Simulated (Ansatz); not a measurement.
**Molecular dynamics of C2H7GaN2 (part 2 of 2)**

C2H7GaN2; RKS r2SCAN-rvv10/def2-SVP (Ansatz 0.2.0). The geometry comes from this level: PBE0-D4/def2-TZVP.

Geometry of the input (Å):
```
N  0.2820  2.3664  1.0473
C  -0.7195  1.6195  1.2950
Ga -0.4750  -0.2567  0.6701
C  0.2553  -0.6026  -1.1482
N  0.7470  -1.9439  -1.4649
H  0.1686  3.3081  1.4346
H  -1.5891  1.9955  1.8584
H  -0.7644  -1.4481  1.6696
H  1.0595  0.1211  -1.3152
H  -0.5097  -0.3263  -1.8827
H  0.0278  -2.6385  -1.3057
H  1.5176  -2.1944  -0.8583
```

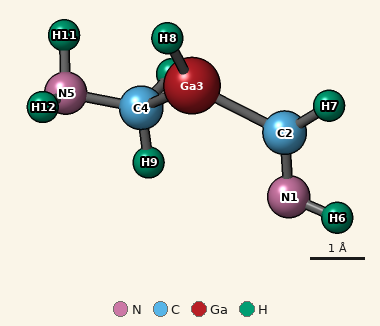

Figure 1. The geometry at step 20 of the log (ball-and-stick view, seen at a tilt; atoms are numbered from 1 in the order of the input).

Trajectory as extended XYZ, continued
```
12
Properties=species:S:1:pos:R:3:forces:R:3 step=9 time_fs=9.0 energy=-57527.33926 temperature=619.6
N     0.2983    2.3684    0.9642   -0.0391  -1.0141   0.0778
C    -0.6667    1.5400    1.2021   -1.3964   2.6955   2.2758
Ga   -0.4832   -0.2752    0.6679   -0.2570  -0.6825   0.9685
C     0.2690   -0.5129   -1.0258   -0.9908  -1.4931  -1.5998
N     0.7302   -1.8709   -1.4317    2.3395   1.3005   0.3776
H     0.2177    3.2007    1.5621   -0.1818   0.2587  -0.2839
H    -1.5232    1.9144    1.9651    1.2560  -0.7920  -1.2144
H    -0.8126   -1.4414    1.6571   -0.0936  -0.0071   0.0816
H     0.9372    0.3330   -1.1992    0.7772  -0.1366  -0.3675
H    -0.5936   -0.2666   -1.6970    0.2646   0.0432   0.0593
H     0.0359   -2.5778   -1.4399   -1.3761  -0.4889   0.0394
H     1.4249   -2.2264   -0.7521   -0.3028   0.3164  -0.4145
12
Properties=species:S:1:pos:R:3:forces:R:3 step=10 time_fs=10.0 energy=-57527.35774 temperature=634.0
N     0.3007    2.3664    0.9553   -0.0129  -1.2733  -0.1558
C    -0.6632    1.5402    1.1976   -1.1232   2.1257   1.9133
Ga   -0.4842   -0.2778    0.6682   -0.2306  -0.4773   1.0031
C     0.2673   -0.5064   -1.0166   -0.6014  -1.5766  -1.5804
N     0.7373   -1.8609   -1.4255   -1.4890   0.6144  -1.5558
H     0.2117    3.1803    1.5564   -0.1601   0.7479   0.0127
H    -1.4977    1.8773    1.9521    0.9013  -0.4332  -0.8630
H    -0.8178   -1.4302    1.6496   -0.1477  -0.1624   0.2068
H     0.9422    0.3277   -1.1992    0.7804   0.0241  -0.3364
H    -0.5933   -0.2561   -1.6717    0.0561   0.0811  -0.1748
H    -0.0253   -2.5777   -1.4564    0.6271   1.0763   0.1454
H     1.3866   -2.1971   -0.7766    1.4000  -0.7466   1.3851
12
Properties=species:S:1:pos:R:3:forces:R:3 step=11 time_fs=11.0 energy=-57527.18380 temperature=517.6
N     0.3031    2.3635    0.9463    0.0238  -1.2572  -0.2509
C    -0.6606    1.5421    1.1947   -0.5403   1.3350   1.2172
Ga   -0.4853   -0.2804    0.6686   -0.2022  -0.2550   1.0435
C     0.2650   -0.5012   -1.0086   -0.0219  -1.4725  -1.5610
N     0.7434   -1.8505   -1.4203   -4.3098   0.5829  -3.3071
H     0.2043    3.1670    1.5507   -0.1122   1.0132   0.1665
H    -1.4635    1.8360    1.9308    0.2004   0.0656  -0.1814
H    -0.8245   -1.4205    1.6442   -0.1948  -0.3001   0.3132
H     0.9546    0.3227   -1.2023    0.6148   0.0245  -0.2514
H    -0.5925   -0.2448   -1.6481   -0.1644   0.1238  -0.4223
H    -0.0805   -2.5673   -1.4715    1.9511   1.8104   0.2972
H     1.3617   -2.1750   -0.7878    2.7553  -1.6705   2.9365
12
Properties=species:S:1:pos:R:3:forces:R:3 step=12 time_fs=12.0 energy=-57527.12532 temperature=470.3
N     0.3055    2.3598    0.9372    0.0303  -0.8697  -0.1091
C    -0.6584    1.5450    1.1928    0.3577   0.4341   0.2065
Ga   -0.4864   -0.2831    0.6692   -0.1855  -0.0567   1.0996
C     0.2627   -0.4972   -1.0019    0.5993  -1.1853  -1.5857
N     0.7465   -1.8397   -1.4174   -4.4535   0.1302  -3.0889
H     0.1957    3.1633    1.5467   -0.0185   0.9269   0.0753
H    -1.4274    1.7953    1.9077   -0.8283   0.6403   0.8182
H    -0.8331   -1.4136    1.6417   -0.2250  -0.3940   0.3786
H     0.9729    0.3179   -1.2079    0.3181  -0.0914  -0.1227
H    -0.5932   -0.2323   -1.6285   -0.3107   0.1500  -0.6105
H    -0.1171   -2.5396   -1.4838    2.5439   1.8673   0.4167
H     1.3632   -2.1689   -0.7710    2.1721  -1.5516   2.5220
12
Properties=species:S:1:pos:R:3:forces:R:3 step=13 time_fs=13.0 energy=-57527.16886 temperature=497.2
N     0.3079    2.3554    0.9280    0.0008  -0.2101   0.2097
C    -0.6559    1.5483    1.1910    1.2037  -0.3595  -0.7570
Ga   -0.4876   -0.2858    0.6699   -0.1895   0.0794   1.1785
C     0.2609   -0.4941   -0.9964    1.0978  -0.7826  -1.6840
N     0.7466   -1.8288   -1.4166   -2.6268  -0.6714  -1.3522
H     0.1870    3.1686    1.5434    0.1157   0.5623  -0.2070
H    -1.3992    1.7608    1.8925   -1.8032   1.1127   1.7801
H    -0.8438   -1.4106    1.6429   -0.2317  -0.4232   0.3867
H     0.9943    0.3122   -1.2146   -0.0251  -0.2286   0.0240
H    -0.5969   -0.2184   -1.6148   -0.3075   0.1338  -0.6790
H    -0.1293   -2.4940   -1.4922    2.4872   1.4302   0.4640
H     1.3854   -2.1776   -0.7300    0.2786  -0.6432   0.6363
12
Properties=species:S:1:pos:R:3:forces:R:3 step=14 time_fs=14.0 energy=-57527.17237 temperature=501.7
N     0.3104    2.3509    0.9189   -0.0280   0.5115   0.5439
C    -0.6525    1.5513    1.1886    1.2990  -0.8287  -0.9920
Ga   -0.4888   -0.2885    0.6708   -0.2158   0.1326   1.2812
C     0.2600   -0.4917   -0.9923    1.3813  -0.3556  -1.8503
N     0.7449   -1.8184   -1.4167   -0.4111  -0.9236   0.2461
H     0.1794    3.1792    1.5382    0.2591   0.1158  -0.5280
H    -1.3883    1.7369    1.8943   -2.0283   1.2851   2.0292
H    -0.8567   -1.4115    1.6477   -0.2135  -0.3805   0.3336
H     1.0155    0.3043   -1.2211   -0.3267  -0.3007   0.1592
H    -0.6035   -0.2032   -1.6076   -0.1403   0.0630  -0.6146
H    -0.1177   -2.4346   -1.4960    1.6973   0.4999   0.4088
H     1.4104   -2.1925   -0.6828   -1.2731   0.1811  -1.0171
12
Properties=species:S:1:pos:R:3:forces:R:3 step=15 time_fs=15.0 energy=-57527.12469 temperature=462.8
N     0.3128    2.3468    0.9102   -0.0270   1.1059   0.7614
C    -0.6480    1.5537    1.1855    0.4511  -0.9675  -0.2717
Ga   -0.4900   -0.2911    0.6719   -0.2614   0.1095   1.3993
C     0.2602   -0.4895   -0.9896    1.4401   0.0262  -2.0272
N     0.7429   -1.8086   -1.4167    1.9449  -0.2934   1.2325
H     0.1743    3.1910    1.5278    0.3768  -0.2411  -0.7570
H    -1.3968    1.7253    1.9155   -1.3033   1.1665   1.3350
H    -0.8717   -1.4162    1.6558   -0.1734  -0.2761   0.2295
H     1.0335    0.2935   -1.2261   -0.5225  -0.2620   0.2596
H    -0.6115   -0.1874   -1.6062    0.1328  -0.0479  -0.4585
H    -0.0898   -2.3705   -1.4960   -0.0090  -0.9734   0.2219
H     1.4232   -2.2056   -0.6454   -2.0491   0.6532  -1.9249
12
Properties=species:S:1:pos:R:3:forces:R:3 step=16 time_fs=16.0 energy=-57527.00813 temperature=381.6
N     0.3152    2.3434    0.9020   -0.0101   1.4441   0.8092
C    -0.6432    1.5552    1.1821   -0.7049  -0.9237   0.8343
Ga   -0.4912   -0.2938    0.6732   -0.3194   0.0366   1.5165
C     0.2616   -0.4873   -0.9886    1.3058   0.3206  -2.1294
N     0.7422   -1.7990   -1.4158    4.1962   0.7671   1.6936
H     0.1727    3.2004    1.5102    0.4444  -0.4156  -0.8290
H    -1.4178    1.7248    1.9495   -0.2246   0.9354   0.2506
H    -0.8884   -1.4234    1.6660   -0.1179  -0.1344   0.0939
H     1.0465    0.2802   -1.2286   -0.5753  -0.1039   0.3114
H    -0.6182   -0.1720   -1.6092    0.4203  -0.1674  -0.2765
H    -0.0620   -2.3156   -1.4939   -2.1990  -2.5991  -0.0568
H     1.4163   -2.2125   -0.6264   -2.2156   0.8403  -2.2178
12
Properties=species:S:1:pos:R:3:forces:R:3 step=17 time_fs=17.0 energy=-57526.98573 temperature=371.2
N     0.3176    2.3410    0.8943   -0.0080   1.4509   0.6847
C    -0.6389    1.5561    1.1794   -1.5596  -0.7850   1.7469
Ga   -0.4925   -0.2964    0.6746   -0.3782  -0.0546   1.6120
C     0.2640   -0.4849   -0.9893    1.0163   0.5001  -2.0917
N     0.7444   -1.7889   -1.4138    4.6112   1.0150   1.4884
H     0.1754    3.2059    1.4847    0.4502  -0.3697  -0.7269
H    -1.4409    1.7333    1.9860    0.6390   0.7154  -0.6588
H    -0.9061   -1.4320    1.6772   -0.0552   0.0159  -0.0507
H     1.0541    0.2660   -1.2281   -0.4754   0.1566   0.3122
H    -0.6209   -0.1583   -1.6149    0.6428  -0.2625  -0.1250
H    -0.0553   -2.2856   -1.4923   -3.0118  -3.1593  -0.2350
H     1.3883   -2.2114   -0.6287   -1.8713   0.7773  -1.9561
12
Properties=species:S:1:pos:R:3:forces:R:3 step=18 time_fs=18.0 energy=-57527.14381 temperature=477.4
N     0.3200    2.3396    0.8871   -0.0365   1.1077   0.4101
C    -0.6358    1.5563    1.1780   -1.9557  -0.5612   2.3006
Ga   -0.4938   -0.2991    0.6764   -0.4263  -0.1383   1.6679
C     0.2672   -0.4820   -0.9917    0.6305   0.5491  -1.9014
N     0.7498   -1.7781   -1.4107    2.1580   0.0558   0.3456
H     0.1825    3.2078    1.4522    0.3935  -0.1022  -0.4670
H    -1.4580    1.7487    2.0162    1.1424   0.5346  -1.2293
H    -0.9245   -1.4404    1.6879    0.0068   0.1501  -0.1844
H     1.0570    0.2532   -1.2246   -0.2489   0.4760   0.2722
H    -0.6174   -0.1470   -1.6218    0.7509  -0.3101  -0.0386
H    -0.0774   -2.2858   -1.4929   -1.4598  -2.1223  -0.1913
H     1.3423   -2.2028   -0.6496   -0.9548   0.3609  -0.9844
12
Properties=species:S:1:pos:R:3:forces:R:3 step=19 time_fs=19.0 energy=-57527.19435 temperature=512.6
N     0.3224    2.3390    0.8802   -0.0956   0.4838   0.0439
C    -0.6344    1.5560    1.1786   -1.9717  -0.2530   2.5486
Ga   -0.4952   -0.3017    0.6783   -0.4576  -0.1978   1.6736
C     0.2709   -0.4787   -0.9957    0.2565   0.4916  -1.5914
N     0.7567   -1.7672   -1.4074   -1.3989  -0.7721  -1.7225
H     0.1933    3.2088    1.4151    0.2881   0.3235  -0.1110
H    -1.4641    1.7692    2.0346    1.3470   0.3862  -1.5079
H    -0.9428   -1.4474    1.6968    0.0623   0.2523  -0.2922
H     1.0576    0.2449   -1.2186    0.0303   0.7746   0.2156
H    -0.6068   -0.1387   -1.6291    0.7210  -0.3001  -0.0359
H    -0.1134   -2.3063   -1.4954    0.6793  -0.6275  -0.0762
H     1.2871   -2.1908   -0.6800    0.5393  -0.5615   0.8555
12
Properties=species:S:1:pos:R:3:forces:R:3 step=20 time_fs=20.0 energy=-57527.05518 temperature=424.4
N     0.3247    2.3387    0.8733   -0.1810  -0.2201  -0.2992
C    -0.6345    1.5556    1.1811   -1.7086   0.1156   2.5587
Ga   -0.4967   -0.3044    0.6805   -0.4730  -0.2187   1.6245
C     0.2748   -0.4751   -1.0009    0.0265   0.4228  -1.1997
N     0.7626   -1.7568   -1.4053   -4.0536  -0.9254  -3.8903
H     0.2068    3.2129    1.3770    0.1648   0.7325   0.2184
H    -1.4573    1.7934    2.0386    1.3179   0.2658  -1.5524
H    -0.9605   -1.4519    1.7029    0.1088   0.3129  -0.3650
H     1.0585    0.2441   -1.2104    0.2491   0.9494   0.1747
H    -0.5892   -0.1332   -1.6367    0.5488  -0.2312  -0.1247
H    -0.1430   -2.3329   -1.4986    2.0161   0.4587  -0.0234
H     1.2370   -2.1841   -0.7022    1.9843  -1.6623   2.8784
12
Properties=species:S:1:pos:R:3:forces:R:3 step=21 time_fs=21.0 energy=-57527.05027 temperature=425.9
N     0.3269    2.3382    0.8663   -0.2856  -0.7150  -0.4845
C    -0.6360    1.5552    1.1858   -1.2144   0.4903   2.3400
Ga   -0.4982   -0.3072    0.6829   -0.4783  -0.1858   1.5189
C     0.2788   -0.4710   -1.0070    0.0185   0.4663  -0.7540
N     0.7657   -1.7471   -1.4058   -4.4680  -1.5702  -4.1950
H     0.2220    3.2239    1.3410    0.0587   0.8735   0.3802
H    -1.4379    1.8202    2.0277    1.0622   0.1868  -1.3637
H    -0.9771   -1.4535    1.7056    0.1450   0.3266  -0.3989
H     1.0618    0.2523   -1.2006    0.3082   0.9174   0.1726
H    -0.5664   -0.1300   -1.6455    0.2567  -0.1097  -0.2948
H    -0.1534   -2.3551   -1.5020    2.4776   1.0568  -0.0477
H     1.2059   -2.1933   -0.6969    2.1195  -1.7370   3.1271
12
Properties=species:S:1:pos:R:3:forces:R:3 step=22 time_fs=22.0 energy=-57527.26121 temperature=573.6
N     0.3289    2.3373    0.8588   -0.3884  -0.8194  -0.4625
C    -0.6385    1.5552    1.1923   -0.4763   0.7873   1.8392
Ga   -0.4998   -0.3099    0.6855   -0.4783  -0.0920   1.3614
C     0.2828   -0.4666   -1.0138    0.1996   0.6614  -0.3022
N     0.7658   -1.7384   -1.4093   -3.0019  -3.0862  -2.3669
H     0.2377    3.2434    1.3085   -0.0183   0.6053   0.3252
H    -1.4083    1.8488    2.0038    0.5376   0.1896  -0.8910
H    -0.9924   -1.4520    1.7044    0.1692   0.2929  -0.3941
H     1.0681    0.2694   -1.1891    0.1880   0.6712   0.2033
H    -0.5410   -0.1278   -1.6571   -0.0870   0.0392  -0.5006
H    -0.1400   -2.3672   -1.5059    2.3011   1.2651  -0.1287
H     1.1951   -2.2192   -0.6617    1.0547  -0.5143   1.3169
12
Properties=species:S:1:pos:R:3:forces:R:3 step=23 time_fs=23.0 energy=-57527.40023 temperature=678.4
N     0.3307    2.3358    0.8511   -0.4575  -0.6146  -0.3124
C    -0.6413    1.5559    1.2003    0.5221   0.9121   1.0080
Ga   -0.5015   -0.3127    0.6883   -0.4746   0.0556   1.1634
C     0.2869   -0.4617   -1.0208    0.4288   0.9293   0.0641
N     0.7638   -1.7319   -1.4144   -1.0453  -4.1952  -0.2996
H     0.2533    3.2687    1.2792   -0.0825   0.0425   0.1412
H    -1.3735    1.8792    1.9713   -0.2844   0.3321  -0.0993
H    -1.0061   -1.4476    1.6995    0.1781   0.2163  -0.3523
H     1.0761    0.2929   -1.1756   -0.0399   0.2907   0.2363
H    -0.5165   -0.1252   -1.6736   -0.3669   0.1685  -0.6548
H    -0.1045   -2.3672   -1.5110    1.5684   1.0706  -0.2610
H     1.1944   -2.2501   -0.6137    0.0535   0.7921  -0.6336
12
Properties=species:S:1:pos:R:3:forces:R:3 step=24 time_fs=24.0 energy=-57527.35732 temperature=650.7
N     0.3321    2.3339    0.8431   -0.4705  -0.3328  -0.1546
C    -0.6438    1.5573    1.2091    1.6326   0.8408  -0.0118
Ga   -0.5033   -0.3155    0.6912   -0.4675   0.2417   0.9381
C     0.2914   -0.4560   -1.0278    0.5243   1.1603   0.2457
N     0.7610   -1.7282   -1.4197    1.0070  -4.0854   1.1323
H     0.2681    3.2944    1.2511   -0.1507  -0.5555  -0.0423
H    -1.3414    1.9129    1.9378   -1.2609   0.6135   0.8589
H    -1.0181   -1.4412    1.6912    0.1688   0.1050  -0.2764
H     1.0838    0.3192   -1.1599   -0.2672  -0.1089   0.2398
H    -0.4955   -0.1211   -1.6963   -0.4688   0.2310  -0.6598
H    -0.0540   -2.3569   -1.5186    0.2000   0.3397  -0.4683
H     1.1941   -2.2733   -0.5719   -0.4472   1.5506  -1.8015
12
Properties=species:S:1:pos:R:3:forces:R:3 step=25 time_fs=25.0 energy=-57527.21456 temperature=550.9
N     0.3332    2.3317    0.8350   -0.4231  -0.1566  -0.0608
C    -0.6449    1.5594    1.2179    2.3910   0.7629  -0.7376
Ga   -0.5051   -0.3182    0.6943   -0.4555   0.4483   0.6953
C     0.2963   -0.4493   -1.0346    0.3735   1.2772   0.2058
N     0.7590   -1.7274   -1.4242    3.1613  -2.8355   2.0438
H     0.2815    3.3148    1.2226   -0.2219  -0.9819  -0.1499
H    -1.3214    1.9524    1.9125   -1.9368   0.8292   1.5028
H    -1.0285   -1.4338    1.6802    0.1406  -0.0309  -0.1718
H     1.0889    0.3445   -1.1419   -0.4081  -0.4337   0.1995
H    -0.4790   -0.1147   -1.7254   -0.3568   0.2107  -0.4715
H    -0.0015   -2.3434   -1.5308   -1.6814  -0.9109  -0.7687
H     1.1896   -2.2818   -0.5472   -0.5828   1.8213  -2.2869
12
Properties=species:S:1:pos:R:3:forces:R:3 step=26 time_fs=26.0 energy=-57527.16656 temperature=522.9
N     0.3340    2.3294    0.8268   -0.3300  -0.1656  -0.0472
C    -0.6441    1.5621    1.2262    2.3313   1.0037  -0.7054
Ga   -0.5069   -0.3209    0.6975   -0.4378   0.6580   0.4450
C     0.3016   -0.4417   -1.0412   -0.0120   1.2435   0.0037
N     0.7591   -1.7285   -1.4273    4.5676  -1.4042   2.4729
H     0.2928    3.3258    1.1927   -0.2841  -1.1389  -0.1646
H    -1.3199    2.0000    1.9016   -1.8484   0.6465   1.3768
H    -1.0376   -1.4266    1.6675    0.0968  -0.1790  -0.0491
H     1.0901    0.3656   -1.1219   -0.4183  -0.6289   0.1210
H    -0.4658   -0.1062   -1.7590   -0.1010   0.1338  -0.1361
H     0.0349   -2.3386   -1.5503   -3.0747  -1.9040  -1.0495
H     1.1795   -2.2728   -0.5444   -0.4893   1.7350  -2.2674
12
Properties=species:S:1:pos:R:3:forces:R:3 step=27 time_fs=27.0 energy=-57527.34737 temperature=651.9
N     0.3346    2.3270    0.8186   -0.2236  -0.3887  -0.1018
C    -0.6414    1.5656    1.2339    1.5897   1.5869  -0.0918
Ga   -0.5089   -0.3235    0.7008   -0.4178   0.8575   0.2025
C     0.3068   -0.4330   -1.0479   -0.5293   1.0470  -0.2490
N     0.7624   -1.7305   -1.4287    3.9273  -1.0061   2.0413
H     0.3013    3.3259    1.1611   -0.3259  -0.9929  -0.0930
H    -1.3360    2.0537    1.9039   -1.1136   0.0390   0.6579
H    -1.0458   -1.4212    1.6544    0.0454  -0.3233   0.0754
H     1.0873    0.3808   -1.1008   -0.2896  -0.6705   0.0217
H    -0.4536   -0.0965   -1.7940    0.1775   0.0469   0.2409
H     0.0419   -2.3520   -1.5798   -2.6647  -1.4755  -1.0100
H     1.1647   -2.2472   -0.5633   -0.1755   1.2797  -1.6941
12
Properties=species:S:1:pos:R:3:forces:R:3 step=28 time_fs=28.0 energy=-57527.53246 temperature=781.5
N     0.3350    2.3244    0.8104   -0.1316  -0.8233  -0.2049
C    -0.6375    1.5704    1.2415    0.7041   2.1772   0.5514
Ga   -0.5108   -0.3260    0.7041   -0.4030   1.0341  -0.0105
C     0.3116   -0.4234   -1.0547   -1.0429   0.6758  -0.4598
N     0.7684   -1.7333   -1.4287    1.6244  -1.1479   0.3846
H     0.3068    3.3166    1.1287   -0.3430  -0.5493   0.0487
H    -1.3629    2.1080    1.9124   -0.2485  -0.6630  -0.1068
H    -1.0535   -1.4188    1.6420   -0.0014  -0.4435   0.1818
H     1.0818    0.3895   -1.0794   -0.0426  -0.5641  -0.0772
H    -0.4397   -0.0864   -1.8267    0.3788  -0.0137   0.5547
H     0.0234   -2.3795   -1.6191   -0.9465  -0.0021  -0.5556
H     1.1482   -2.2093   -0.5984    0.4522   0.3198  -0.3064
12
Properties=species:S:1:pos:R:3:forces:R:3 step=29 time_fs=29.0 energy=-57527.44094 temperature=719.3
N     0.3353    2.3211    0.8020   -0.0530  -1.3832  -0.3261
C    -0.6330    1.5769    1.2495    0.0006   2.4933   0.9292
Ga   -0.5129   -0.3283    0.7074   -0.4018   1.1769  -0.1759
C     0.3156   -0.4134   -1.0620   -1.4336   0.1475  -0.5680
N     0.7755   -1.7369   -1.4285   -0.9483  -0.6245  -2.2693
H     0.3089    3.3019    1.0966   -0.3366   0.1068   0.2229
H    -1.3922    2.1559    1.9200    0.4202  -1.1871  -0.6168
H    -1.0612   -1.4207    1.6313   -0.0302  -0.5193   0.2506
H     1.0758    0.3929   -1.0587    0.2722  -0.3520  -0.1559
H    -0.4221   -0.0763   -1.8541    0.4491  -0.0307   0.7324
H    -0.0042   -2.4072   -1.6638    0.6697   1.2751   0.0574
H     1.1360   -2.1683   -0.6365    1.3917  -1.1028   1.9196
12
Properties=species:S:1:pos:R:3:forces:R:3 step=30 time_fs=30.0 energy=-57527.21449 temperature=567.2
N     0.3356    2.3169    0.7933    0.0360  -1.8301  -0.4112
C    -0.6285    1.5854    1.2584   -0.4880   2.4618   1.0461
Ga   -0.5150   -0.3305    0.7107   -0.4209   1.2822  -0.2863
C     0.3184   -0.4031   -1.0697   -1.6147  -0.4452  -0.5217
N     0.7820   -1.7409   -1.4298   -2.6253   0.1435  -4.2986
H     0.3079    3.2883    1.0666   -0.3102   0.7413   0.3560
H    -1.4175    2.1926    1.9216    0.8379  -1.4671  -0.8566
H    -1.0693   -1.4276    1.6230   -0.0296  -0.5372   0.2685
H     1.0724    0.3929   -1.0395    0.5713  -0.1197  -0.2012
H    -0.4003   -0.0665   -1.8745    0.3715   0.0045   0.7334
H    -0.0254   -2.4226   -1.7079    1.6420   1.9124   0.5981
H     1.1372   -2.1378   -0.6563    2.0300  -2.1465   3.5736
```

Key numbers

```json
{"quantity": "outcome", "value": "finished"}
{"quantity": "mean temperature over the second half", "value": "547 K"}
{"quantity": "trajectory", "value": "30 steps, 30 fs"}
{"quantity": "ensemble", "value": "nvt_nose_hoover"}
{"quantity": "temperature in the input", "value": "1000 K"}
{"quantity": "time step", "value": "1 fs"}
{"quantity": "potential energy (last step)", "value": "−57527.2145 eV"}
{"quantity": "SCF solution under orbital rotations (last step)", "value": "stable"}
{"quantity": "largest force (length of the vector) (last step)", "value": "5.039 eV/Å"}
{"quantity": "dipole moment (last step)", "value": "1.93 D"}
{"quantity": "hardware", "value": "4 threads of Arm Neoverse V2, 23 GiB of memory available, shared host"}
{"quantity": "wall time", "value": "2 min (CPU time 7.8 min)"}
{"quantity": "peak memory", "value": "0.53 GiB"}
```

So short a trajectory is not equilibrated. The temperature stays far from the 1000 K of the thermostat over the second half: the run isn't equilibrated.
